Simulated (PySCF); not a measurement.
**NMR shielding calculation of C6H15PSi**

- system: C6H15PSi
- method: GIAO PBE0/pcSseg-1 NMR shielding, non-relativistic, IEF-PCM tetrahydrofuran (PySCF 2.14.0)

The geometry comes from this level: PBE0-D3(BJ)/def2-SVP. It belongs to a series of runs on one base structure; here: solvent tetrahydrofuran. Figures and captions count atoms from 1; the log counts them from 0 in places.

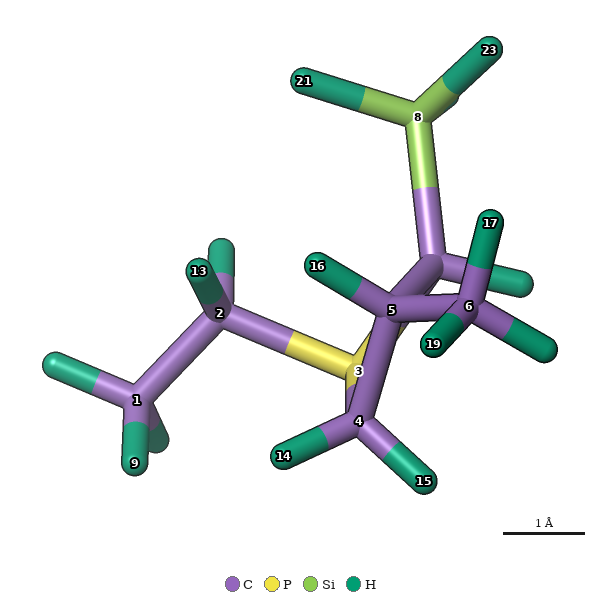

Fig. 1: The structure (stick view, seen at a tilt; atoms are numbered from 1 in the order of the input). Bond lengths as drawn: C–C 1.52 to 1.55 Å, C–H 1.10 to 1.11 Å, C–P 1.86 to 1.89 Å, C–Si 1.88 Å and H–Si 1.50 Å.

## Input
```
{"job": {"kind": "nmr", "xc": "PBE0", "basis": "pcSseg-1", "solvent": "tetrahydrofuran", "pop": false}, "charge": 0, "multiplicity": 1}
C      3.151192    -0.329838    -0.570073
C      1.858631     0.462473    -0.429941
P      0.894439    -0.087457     1.067047
C     -0.025347    -1.554681     0.327698
C     -1.134447    -0.640367    -0.225827
C     -2.554021    -1.170956    -0.192708
C     -0.831909     0.583570     0.676840
Si    -1.090027     2.323451     0.017565
H      2.952773    -1.403884    -0.713191
H      3.783695    -0.228601     0.325755
H      3.737676     0.012720    -1.436483
H      2.085115     1.532785    -0.283898
H      1.253995     0.390027    -1.348858
H      0.512872    -2.184427    -0.396589
H     -0.393700    -2.200513     1.141884
H     -0.881692    -0.380487    -1.268456
H     -3.270595    -0.417939    -0.557849
H     -2.846797    -1.443589     0.834499
H     -2.658268    -2.069065    -0.822173
H     -1.394275     0.496662     1.625167
H     -0.439803     2.487495    -1.319577
H     -0.508816     3.330263     0.958745
H     -2.549466     2.617667    -0.145454
```

The first line tells a small driver script what to run in PySCF; the rest is the geometry in Å.

Command:
```bash
OMP_NUM_THREADS=1 python <driver script> task.json out
```

## What the program printed
```
coarse grid: 19064 points
cycle   1  E = -867.7942038624  dE =  5.098e-01  |g| = 4.431e-01  |ddm| = 4.210e+00
cycle   2  E = -867.7748809473  dE =  1.932e-02  |g| = 5.215e-01  |ddm| = 9.182e-01
cycle   3  E = -867.8464655651  dE = -7.158e-02  |g| = 5.389e-02  |ddm| = 5.231e-01
cycle   4  E = -867.8470154908  dE = -5.499e-04  |g| = 2.892e-02  |ddm| = 8.933e-02
cycle   5  E = -867.8472213933  dE = -2.059e-04  |g| = 5.085e-03  |ddm| = 3.004e-02
cycle   6  E = -867.8472271745  dE = -5.781e-06  |g| = 1.991e-03  |ddm| = 7.080e-03
final grid: 171680 points
cycle   7  E = -867.8971485316  dE = -4.355e-05  |g| = 1.023e-02  |ddm| = 4.362e-02
cycle   8  E = -867.8971324430  dE =  1.609e-05  |g| = 1.294e-02  |ddm| = 2.036e-02
cycle   9  E = -867.8971758739  dE = -4.343e-05  |g| = 6.382e-04  |ddm| = 1.183e-02
cycle  10  E = -867.8971759532  dE = -7.930e-08  |g| = 2.794e-04  |ddm| = 9.092e-04
cycle  11  E = -867.8971759722  dE = -1.902e-08  |g| = 5.814e-05  |ddm| = 2.939e-04
cycle  12  E = -867.8971759730  dE = -7.542e-10  |g| = 2.573e-05  |ddm| = 8.679e-05
```

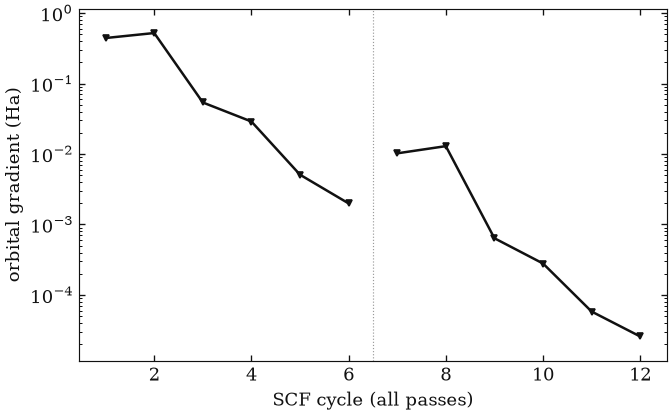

Fig. 2: Convergence of the self-consistent field: orbital gradient against the SCF cycle. The dotted line marks the change from a coarse to the final integration grid. The first 6 cycles use a coarse grid, the final grid takes over at cycle 7, and the field converges after 12 cycles in all.

```
converged SCF energy = -867.8971759730

GIAO shielding tensors (ppm)
atom      isotropic    diamagn.    paramagn.     s11        s22        s33       span
  0 C      173.451     244.762     -71.311    163.173    169.729    187.452     24.279
  1 C      163.502     255.639     -92.137    155.769    166.900    167.836     12.067
  2 P      323.670     967.816    -644.147    231.205    352.434    387.369    156.164
  3 C      154.827     254.469     -99.643    135.960    154.360    174.161     38.201
  4 C      144.487     249.812    -105.324    116.869    148.517    168.077     51.208
  5 C      159.148     245.007     -85.859    145.348    146.538    185.558     40.211
  6 C      162.869     259.407     -96.538    143.907    158.787    185.912     42.004
  7 Si     424.359     880.555    -456.196    390.810    413.060    469.207     78.396
  8 H       30.336      29.384       0.952     25.064     29.938     36.007     10.943
  9 H       30.317      28.098       2.219     25.758     27.997     37.196     11.437
 10 H       29.762      26.901       2.861     24.698     26.931     37.657     12.959
 11 H       29.792      32.829      -3.037     24.158     29.804     35.413     11.254
 12 H       28.939      34.726      -5.787     23.641     29.794     33.380      9.739
 13 H       29.592      32.657      -3.065     25.246     28.106     35.425     10.180
 14 H       29.505      33.173      -3.668     26.647     28.190     33.678      7.031
 15 H       28.045      34.412      -6.367     25.171     28.501     30.464      5.293
 16 H       30.098      29.204       0.895     25.320     28.252     36.724     11.404
 17 H       30.218      29.918       0.300     26.665     28.991     34.999      8.334
 18 H       30.147      28.526       1.621     25.821     27.214     37.407     11.586
 19 H       29.819      34.348      -4.529     27.411     28.846     33.200      5.788
 20 H       27.402      29.960      -2.558     23.445     27.477     31.285      7.840
 21 H       27.560      29.183      -1.622     24.418     25.061     33.202      8.784
 22 H       27.391      29.081      -1.690     23.599     25.577     32.997      9.397
```

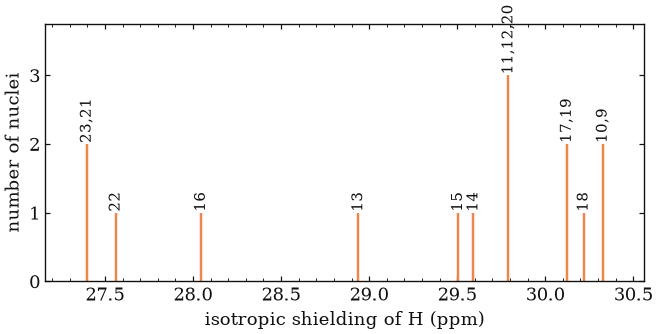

Fig. 3: Isotropic shieldings of the hydrogen nuclei in this fixed geometry, labelled by atom number; shielding grows to the right, so chemical shift grows to the left. The least shielded is H23 (27.4 ppm), the most shielded H9 (30.3 ppm).

## Results in brief

```tsv
quantity	value
outcome	converged
total energy	−867.897176 hartree
HOMO	−6.41 eV
LUMO	0.50 eV
dipole moment	1.88 D
isotropic shielding, C	144.5 to 173.5 ppm
isotropic shielding, P	323.7 ppm
isotropic shielding, Si	424.4 ppm
isotropic shielding, H	27.4 to 30.3 ppm
hardware	1 CPU thread, shared host
wall time	47 s
peak memory	1.3 GiB
```
